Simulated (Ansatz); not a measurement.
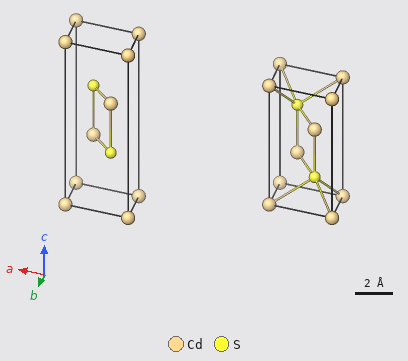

Two geometries of solid Cd₃S₂ (built on the A-type sesquioxide_164 type) (coarse preliminary run), drawn at one scale. One is the start of a relaxation, the other its converged end. The picture is a ball-and-stick view of the cell of the calculation, seen from a free direction.

The calculation used DFT PBE, scalar-relativistic, plane waves, PAW in Ansatz 0.2.0. Set-up: plane-wave cutoff 420 eV; k-point mesh 6 × 6 × 4; occupations gaussian; smearing width 0.1 eV; no spin polarisation; cell and atoms relaxed; force threshold 0.04 eV/Å; at most 70 steps.

**Which one is relaxed?**

The left one is the relaxed one. Case: anti-A-type sesquioxide type (P-3m1, No. 164). After 10 accepted moves (12 points after the start) the energy has fallen by 165 meV per atom. The largest force component goes from 0.25 to 0.0019 eV/Å. The pressure goes from 5.55 to 0.13 GPa. The SCF was repeated twice at an unchanged geometry on a basis and grid sized afresh for the cell, which shifted the energy by 9.2 meV per atom at most. The largest moves relative to the cell, 0.78 Å, are those of S atoms. Largest moves by element: S 0.78 Å, Cd 0.12 Å. The volume changes by +36.0 %, with a = b 4.353 → 4.342 Å (−0.3 %), c 6.773 → 9.259 Å (+36.7 %). Some distances before and after: Cd–S 3.012 → 3.944 Å, Cd–S 2.709 → 2.804 Å, Cd–S 2.621 → 2.533 Å. Bonds break: Cd–S (3.01 → 3.94 Å). Bond angles that change, for instance: S–Cd–S 106.5° → 98.3°, Cd–S–Cd 73.5° → 81.7°, Cd–S–Cd 112.3° → 118.0°. The space group stays P-3m1 (No. 164).
